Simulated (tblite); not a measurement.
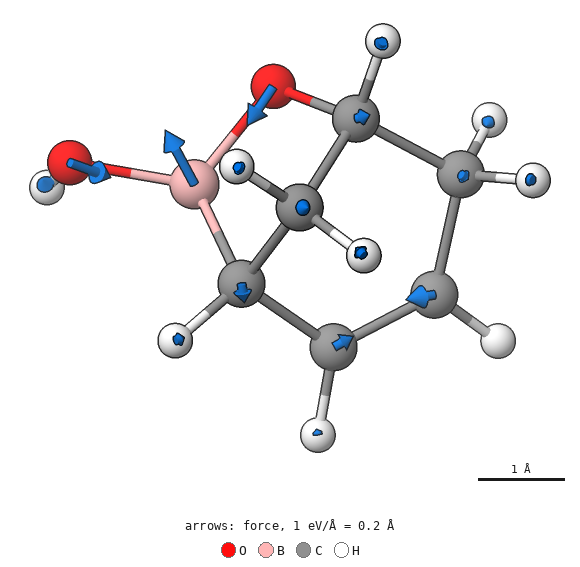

Starting geometry of C$_{6}$H$_{9}$BO$_{2}$ with the computed forces as blue arrows. Style: ball-and-stick. Shown at a tilt.

Level of theory: GFN2-xTB geometry optimisation, gas phase (tblite). 

**Is this structure relaxed? If not, where do the atoms go?**

It isn't relaxed: the largest force vector, on the B atom, is 3.86 eV/Å. The final displacements follow the starting forces only in part (cosine between the two patterns 0.42). The atom that moves furthest after the best rigid fit is an O atom (0.85 Å). Largest moves by element: O 0.85 Å, H 0.49 Å, B 0.16 Å, C 0.15 Å. Some distances before and after: B–O 1.476 → 1.343 Å, B–O 1.467 → 1.358 Å, B–C 1.577 → 1.627 Å, C–C 1.359 → 1.326 Å. Among the angles between lasting bonds that change: B–O–H 103.6° → 116.7°, O–B–C 118.7° → 131.2°, B–O–C 103.7° → 109.7°. After 54 geometry steps the energy has fallen by 1.322 eV. Cost: 1.2 s on 1 thread of Intel(R) Xeon(R) Processor @ 2.50GHz, on a shared host.
